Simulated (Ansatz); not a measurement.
# Ni3GeC (Pm-3m): following an unstable mode, part 2 of 3

Aim: this structure of Ni3GeC (Pm-3m) is to be tested for unstable modes, and one is followed downhill.

Ansatz 0.2.0; DFT PBEsol, scalar-relativistic, plane waves, PAW; PAW set soft_1.

So far, highest frequency on the path or at a solved wavevector (cm⁻¹): step 2 (response at finite wavevector) 723. Also lowest frequency on the path (cm⁻¹): step 2 -130.

**5. Energy along the mode, all amplitudes (two of the runs are shown above)**

An imaginary frequency means negative curvature, so the energy should fall and then rise again as anharmonic terms take over.

This step gave:

| Property | Result |
| --- | --- |
| depth at the lowest point sampled | 7.381 meV/atom |
| largest atomic shift at that point | 0.14 Å |

Table of energy from the parent by largest atomic shift:

```csv
largest atomic shift (Å),energy from the parent (meV/atom)
0.000,0
0.040,-1.19
0.080,-3.97
0.140,-7.38
0.220,-4.61
0.320,18.5
```

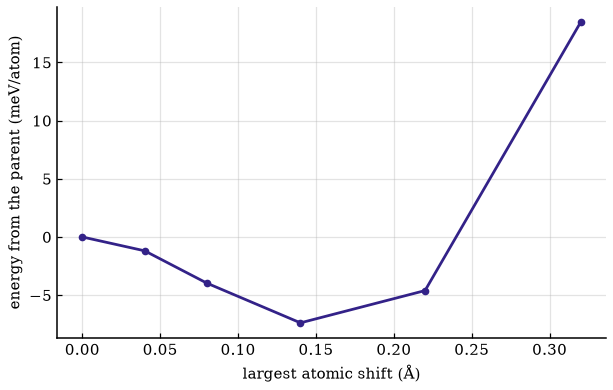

Energy from the parent against largest atomic shift.

Displacement at unit largest shift by atom:

```csv
atom,x (Å),y (Å),z (Å),size
Ni1,0.00,0.00,-1.00,1.00
Ni2,0.00,0.00,1.00,1.00
Ni3,0.00,0.00,0.00,0.00
Ni4,0.00,0.00,0.00,0.00
Ni5,0.00,0.00,-1.00,1.00
Ni6,0.00,0.00,1.00,1.00
Ge7,0.00,0.00,0.00,0.00
Ge8,0.00,0.00,0.00,0.00
C9,0.00,0.00,0.22,0.22
C10,0.00,0.00,-0.22,0.22
```

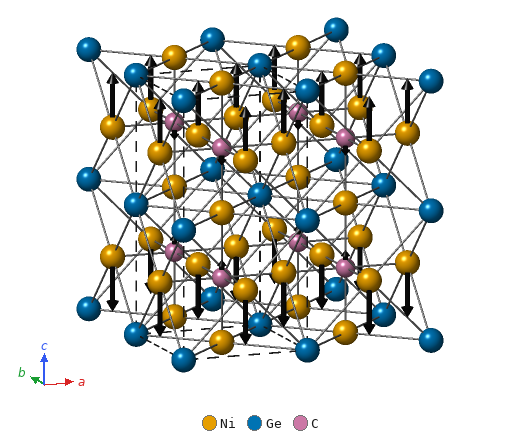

Displacement at unit largest shift as arrows, the longest 1 Å. 2×2×1 cells are drawn. Some periodic images of atoms are drawn too.

The lowest of the steps tried is at 0.14 Å, 7.38 meV/atom below the parent; the bottom of the well need not coincide with a step.

**6. Relaxation from the frozen mode**

Starting from the lowest point found, all atoms and the cell are let go, so that strain and other modes of the same symmetry can join in.

input.yaml reads:

```yaml
crystal:
  lattice:
    - [3.761644871, 0.0, 0.0]
    - [0.0, 3.761644871, 0.0]
    - [0.0, 0.0, 7.5232897419]
  atoms:
    - { symbol: Ni, position: [0.0, 0.5, 0.2313911195] }
    - { symbol: Ni, position: [0.0, 0.5, 0.7686088805] }
    - { symbol: Ni, position: [0.5, 0.5, 0.0] }
    - { symbol: Ni, position: [0.5, 0.5, 0.5] }
    - { symbol: Ni, position: [0.5, 0.0, 0.2313911195] }
    - { symbol: Ni, position: [0.5, 0.0, 0.7686088805] }
    - { symbol: Ge, position: [0.0, 0.0, 0.5] }
    - { symbol: Ge, position: [0.0, 0.0, 0.0] }
    - { symbol: C, position: [0.5, 0.5, 0.2540851932] }
    - { symbol: C, position: [0.5, 0.5, 0.7459148068] }
kpoints:
  mp_grid: { grid: [10, 10, 6] }
hamiltonian:
  xc: pbesol
  pseudopotentials: { kind: paw, azcp: { folder: soft_1 }, xc_functional: pbe }
scf:
  occupations: { method: methfessel_paxton, width: 0.2 }
output:
  forces: true
  stress: true
  eigenvalues: true
relax:
  adjacent_minimum: "off"
  f_tol: 0.002
  max_steps: 120
  cell: { stress_tol: 0.03 }
```

The run is started by

```console
ansatz run input.yaml --threads 4 --pin off --max-ram 10240MiB --backend cpu --events-out ev --progress --plain --runs-dir out
```

Numbers of over 12 decimals in the logs are rounded to 6 here.

What it wrote:

```text
[...]
Crystal: 10 atoms, lattice volume = 106.454 Å³
Basis set: ecut = 420 eV, 2065 PW (Γ), exchange–correlation on 54×54×108 points (8 copies of the dense FFT grid, shifted against one another)
Bands: 87, of which v1, the nominal top of the filled ones, is band 72 counted from 1 (71 counted from 0)
Symmetry: 16 space group operations
[...]
k-points: 84 of 600
[...]
SCF iter   1: F=—  HF=-43833.802460 eV  |F-HF|=—  |Δ(HF+E_count)|=         —  Δρ=1.15e-1  dr2=1.87e1  ethr=3.10e-3  ⟨swp⟩=5.0  Hψ=22202  notcnv=0  defer=40
[...]
SCF iter  12: F=-43829.986531 eV  HF=-43829.986531 eV  |F-HF|=4.84e-8  |Δ(HF+E_count)|=   7.05e-8  S|Δr|=    0.00e0  Δρ=5.34e-6  dr2=5.17e-8  ethr=6.94e-11  ⟨swp⟩=9.4  Hψ=33696  notcnv=0
SCF 1 converged in 12 iterations: F = -43829.986531 eV  dr2 = 5.17e-8
[...]
relax step   1: F+E_penalty+E_count = -43829.98653069 eV  Δ(F+E_penalty+E_count) = +0.000e0 eV  max|allowed force component| = 2.881e-1 eV/Å  Δτ_max = 0.0000 Å  P = +0.588 GPa  Ω = 106.454 Å³  (12 SCF iters, dr2 threshold 1.00e-7 eV, accepted)
Crystal: 10 atoms, lattice volume = 106.648 Å³
[...]
SCF iter   6: F=-43829.993238 eV  HF=-43829.993239 eV  |F-HF|=6.86e-7  |Δ(HF+E_count)|=   4.51e-7  S|Δr|=    0.00e0  Δρ=2.12e-5  dr2=4.98e-7  ethr=6.94e-10  ⟨swp⟩=5.9  Hψ=29550  notcnv=0
SCF 2 converged in 6 iterations: F = -43829.993238 eV  dr2 = 4.98e-7
relax step   2: F+E_penalty+E_count = -43829.99323799 eV  Δ(F+E_penalty+E_count) = -6.707e-3 eV  max|allowed force component| = 1.565e-1 eV/Å  Δτ_max = 0.0073 Å  P = +0.268 GPa  Ω = 106.648 Å³  energy of the carried Pulay correction = -1.632e-4 eV  (6 SCF iters, dr2 threshold 1.00e-6 eV, accepted)
Crystal: 10 atoms, lattice volume = 106.798 Å³
[...]
SCF iter   7: F=-43830.001081 eV  HF=-43830.001082 eV  |F-HF|=1.01e-6  |Δ(HF+E_count)|=   1.16e-6  S|Δr|=    0.00e0  Δρ=2.23e-5  dr2=8.96e-7  ethr=6.94e-10  ⟨swp⟩=3.2  Hψ=29823  notcnv=0
SCF 3 converged in 7 iterations: F = -43830.001081 eV  dr2 = 8.96e-7
relax step   3: F+E_penalty+E_count = -43830.00108126 eV  Δ(F+E_penalty+E_count) = -7.843e-3 eV  max|allowed force component| = 1.211e-1 eV/Å  Δτ_max = 0.0223 Å  P = +0.233 GPa  Ω = 106.798 Å³  energy of the carried Pulay correction = -2.894e-4 eV  (7 SCF iters, dr2 threshold 1.00e-6 eV, accepted)
[...]
relax step   4: F+E_penalty+E_count = -43830.00191606 eV  Δ(F+E_penalty+E_count) = -8.348e-4 eV  max|allowed force component| = 5.993e-2 eV/Å  Δτ_max = 0.0077 Å  P = +0.099 GPa  Ω = 106.914 Å³  energy of the carried Pulay correction = -3.870e-4 eV  (7 SCF iters, dr2 threshold 9.17e-7 eV, accepted)
[...]
relax step   5: F+E_penalty+E_count = -43830.00248968 eV  Δ(F+E_penalty+E_count) = -5.736e-4 eV  max|allowed force component| = 2.549e-2 eV/Å  Δτ_max = 0.0037 Å  P = -0.211 GPa  Ω = 107.089 Å³  energy of the carried Pulay correction = -5.334e-4 eV  (6 SCF iters, dr2 threshold 6.83e-7 eV, accepted)
[...]
relax step   6: F+E_penalty+E_count = -43830.00260659 eV  Δ(F+E_penalty+E_count) = -1.169e-4 eV  max|allowed force component| = 1.533e-2 eV/Å  Δτ_max = 0.0057 Å  P = +0.181 GPa  Ω = 106.925 Å³  energy of the carried Pulay correction = -3.957e-4 eV  (7 SCF iters, dr2 threshold 1.75e-7 eV, rejected (line search))
[...]
relax step   7: F+E_penalty+E_count = -43830.00273203 eV  Δ(F+E_penalty+E_count) = -2.424e-4 eV  max|allowed force component| = 5.693e-4 eV/Å  Δτ_max = 0.0015 Å  P = +0.002 GPa  Ω = 106.987 Å³  energy of the carried Pulay correction = -4.478e-4 eV  (12 SCF iters, accepted)
[...]
SCF iter   5: F=-43830.003182 eV  HF=-43830.003182 eV  |F-HF|=0.00e0  |Δ(HF+E_count)|=  2.91e-11  S|Δr|=    0.00e0  Δρ=2.55e-7  dr2=3.16e-11  ethr=1.00e-12  ⟨swp⟩=4.7  Hψ=26224  notcnv=0
SCF 8 converged in 5 iterations: F = -43830.003182 eV  dr2 = 3.16e-11
relax step   8: F+E_penalty+E_count = -43830.00318180 eV  Δ(F+E_penalty+E_count) = -4.498e-4 eV  max|allowed force component| = 5.581e-4 eV/Å  Δτ_max = 0.0000 Å  P = +0.006 GPa  Ω = 106.987 Å³  stress off target by 1.84e-2 GPa  SCF on the basis re-selected at this cell (its energy is not comparable with the rows above)  (5 SCF iters)
basis re-selected at this cell: Δ(F+E_penalty+E_count) = -4.498e-4 eV, ΔP = +0.004 GPa vs the last step (what re-selecting the basis moved, of the pressure what is left beyond the Pulay correction that the steps carried, after the strain that the cell walked since its last selection, with what the two solves' SCF thresholds leave and, on support functions, any second-order correction that the steps lacked; it is no m [...]
SCF converged after 5 iterations
[...]
Free energy (F): -43830.003182 eV
[...]
Internal energy: -43830.005853 eV  (E = F + TS)
E sigma→0 (E₀):  -43830.003850 eV
Entropy (-TS):   0.002671 eV (0.267 meV/atom)
Fermi energy:    16.703745 eV
[...]
--- Forces (eV/Å), atoms counted from 1 ---
  atom   1  Ni     0.00000000    -0.00000000    -0.00023836
  atom   2  Ni    -0.00000000     0.00000000     0.00023836
  atom   3  Ni    -0.00000000     0.00000000     0.00000000
  atom   4  Ni     0.00000000    -0.00000000     0.00000000
  atom   5  Ni     0.00000000     0.00000000    -0.00023836
  atom   6  Ni    -0.00000000    -0.00000000     0.00023836
  atom   7  Ge     0.00000000    -0.00000000     0.00000000
  atom   8  Ge    -0.00000000    -0.00000000     0.00000000
  atom   9  C      0.00000000     0.00000000    -0.00055811
  atom  10  C      0.00000000    -0.00000000     0.00055811
  max |Σ_I F_I| component: 2.09e-17 eV/Å
--- Stress (GPa, compression-positive) ---
       -0.000361       0.000000       0.000000
        0.000000      -0.000361       0.000000
        0.000000       0.000000       0.018413
  P = ⅓ Tr σ = 0.0059 GPa (0.059 kbar)
--- Band table (eV; the first three rows and the last of 84) ---
  k-point 0: bands = [... 68 lower, 15.6957, 15.9231, 16.8820, 16.8820, 17.0211, 17.5443, 17.9684, 18.2942, ... 11 higher]
  k-point 1: bands = [... 68 lower, 15.6957, 15.8987, 16.7985, 16.7985, 17.0231, 17.3533, 18.1977, 18.3561, ... 11 higher]
  k-point 2: bands = [... 68 lower, 15.6957, 15.8279, 16.6176, 16.6176, 17.0486, 17.1925, 18.4322, 18.4950, ... 11 higher]
  k-point 83: bands = [... 68 lower, 15.9432, 15.9432, 15.9851, 15.9851, 16.8652, 16.9836, 17.7543, 18.0110, ... 11 higher]
--- Relaxed structure (7 steps of the walk, 6 accepted, 1 SCFs on fresh bases) ---
  F+E_penalty+E_count = -43830.00318180 eV   max|allowed force component| = 5.581e-4 eV/Å   (the final SCF, on the basis selected at the relaxed cell)
  cell:  # Å, volume = 106.9867 Å³
    - [3.754683, 0, 0]
    - [0, 3.754683, 0]
    - [0, 0, 7.588980]
  atoms:
    - { symbol: Ni, position: [0, 0.5, 0.225765] }
    - { symbol: Ni, position: [0, 0.5, 0.774235] }
    - { symbol: Ni, position: [0.5, 0.5, 0] }
    - { symbol: Ni, position: [0.5, 0.5, 0.500000] }
    - { symbol: Ni, position: [0.5, 0, 0.225765] }
    - { symbol: Ni, position: [0.5, 0, 0.774235] }
    - { symbol: Ge, position: [0, 0, 0.500000] }
    - { symbol: Ge, position: [0, 0, 0] }
    - { symbol: C, position: [0.5, 0.5, 0.252901] }
    - { symbol: C, position: [0.5, 0.5, 0.747099] }
```

Run time: 1.9 min. Hardware: 4 threads of Arm Neoverse V2, shared host; peak memory 0.93 GiB; 7.6 min of CPU time.

Step by step:

```csv
step,energy less that of the first step (eV),largest force component (eV/Å),pressure (GPa),volume (Å³)
1,0.0000,0.2881,0.59,106.45
2,-0.0067,0.1565,0.27,106.65
3,-0.0145,0.1211,0.23,106.80
4,-0.0154,0.0599,0.10,106.91
5,-0.0160,0.0255,-0.21,107.09
6,-0.0161,0.0153,0.18,106.92
7,-0.0162,0.0006,0.00,106.99
8*,-0.0167,0.0006,0.01,106.99
```

Relaxation steps marked * repeat the geometry before them on a plane-wave basis chosen anew for their cell, so energy and pressure can jump there. Relaxation step 6 was tried and not accepted.

The run keeps the 16 symmetry operations that it works with, so distortions that break them were not tested.

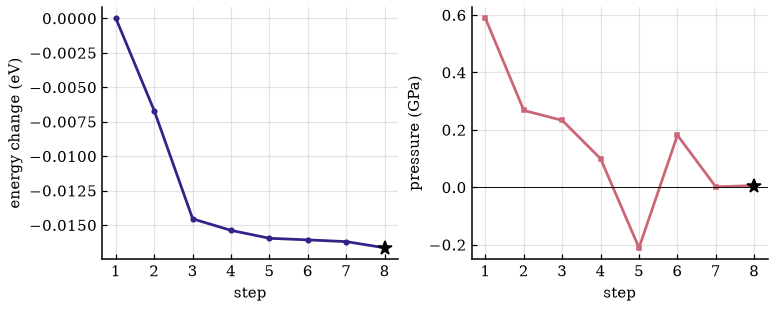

Energy and pressure along the relaxation. Stars mark steps on a basis chosen anew.

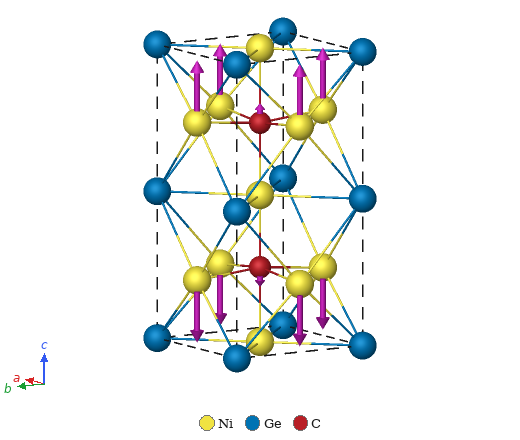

Displacements in the relaxation, exaggerated, measured against the changing cell; the longest in the cell stands for 0.04 Å. Some periodic images of atoms are drawn too.

```csv
"conventional cell, symmetrised",before,after,change
a (Å),3.762,3.755,-0.2 %
b (Å),3.762,3.755,-0.2 %
c (Å),7.523,7.589,+0.9 %
volume (Å³/atom),10.65,10.70,+0.5 %
```

The atoms that moved most (Å, as changes of fractional coordinates times the final cell):

```csv
atom,dx,dy,dz,length
Ni2,0.000,0.000,0.043,0.043
Ni6,0.000,0.000,0.043,0.043
Ni1,0.000,0.000,-0.043,0.043
Ni5,0.000,0.000,-0.043,0.043
C10,0.000,0.000,0.009,0.009
C9,0.000,0.000,-0.009,0.009
```

This step gave:

| Item | Value |
| --- | --- |
| pressure | 0.005897 GPa |
| volume per atom | 10.70 Å³ |

The distorted start has space group P4/mmm; the relaxation ends in P4/mmm.

**7. The new phase in its own primitive cell**

The relaxed structure is symmetrised, reduced to its primitive cell and relaxed tightly, as its phonons need.

input.yaml, the sections that differ from step 6:

```yaml
crystal:
  lattice:
    - [3.7546826273, 0.0, 0.0]
    - [0.0, 3.7546826273, 0.0]
    - [0.0, 0.0, 7.588979979]
  atoms:
    - { symbol: Ni, position: [0.0, 0.5, 0.2257652296] }
    - { symbol: Ni, position: [0.0, 0.5, 0.7742347704] }
    - { symbol: Ni, position: [0.5, 0.5, 0.0] }
    - { symbol: Ni, position: [0.5, 0.5, 0.5] }
    - { symbol: Ni, position: [0.5, 0.0, 0.2257652296] }
    - { symbol: Ni, position: [0.5, 0.0, 0.7742347704] }
    - { symbol: Ge, position: [0.0, 0.0, 0.5] }
    - { symbol: Ge, position: [0.0, 0.0, 0.0] }
    - { symbol: C, position: [0.5, 0.5, 0.2529006199] }
    - { symbol: C, position: [0.5, 0.5, 0.7470993801] }
relax:
  adjacent_minimum: "off"
  f_tol: 0.001
  max_steps: 60
  cell: { stress_tol: 0.01 }
# kpoints, hamiltonian, scf, output: as in step 6
```

What it wrote:

```text
[...]
Crystal: 10 atoms, lattice volume = 106.987 Å³
Basis set: ecut = 420 eV, 2073 PW (Γ), exchange–correlation on 54×54×108 points (8 copies of the dense FFT grid, shifted against one another)
Bands: 87, of which v1, the nominal top of the filled ones, is band 72 counted from 1 (71 counted from 0)
Symmetry: 16 space group operations
[...]
k-points: 84 of 600
[...]
atoms:
    - { symbol: Ni, position: [0, 0.5, 0.225754] }
    - { symbol: Ni, position: [0, 0.5, 0.774246] }
    - { symbol: Ni, position: [0.5, 0.5, 0] }
    - { symbol: Ni, position: [0.5, 0.5, 0.5] }
    - { symbol: Ni, position: [0.5, 0, 0.225754] }
    - { symbol: Ni, position: [0.5, 0, 0.774246] }
    - { symbol: Ge, position: [0, 0, 0.5] }
    - { symbol: Ge, position: [0, 0, 0] }
    - { symbol: C, position: [0.5, 0.5, 0.252899] }
    - { symbol: C, position: [0.5, 0.5, 0.747101] }
[key lines of the parts left out:]
SCF converged after 6 iterations
Free energy (F): -43830.003183 eV
Fermi energy:    16.702935 eV
P = ⅓ Tr σ = -0.0012 GPa (-0.012 kbar)
```

Wall time 55 s (4 threads); peak memory 0.93 GiB; 3.6 min of CPU time.

Little changed from the start: no atom moved by 0.005 Å and no cell edge by 0.1 %.

Numbers from this step:

* pressure: -0.001178 GPa

The largest force component left is 0.27 meV/Å and the pressure is -0.001 GPa, within the tolerances set. The cell now holds 10.70 Å³/atom.

[end of part 2 of 3]

[Logs are printed without paths, hosts, clocks, repeated set-up lines and the standing remarks that a program may print on its own settings, such as how far it seeks lower states.]

[Hosts, paths, dates, database ids (printed as entryN), source tags and the programs' standing remarks are cut or masked in the printed files.]
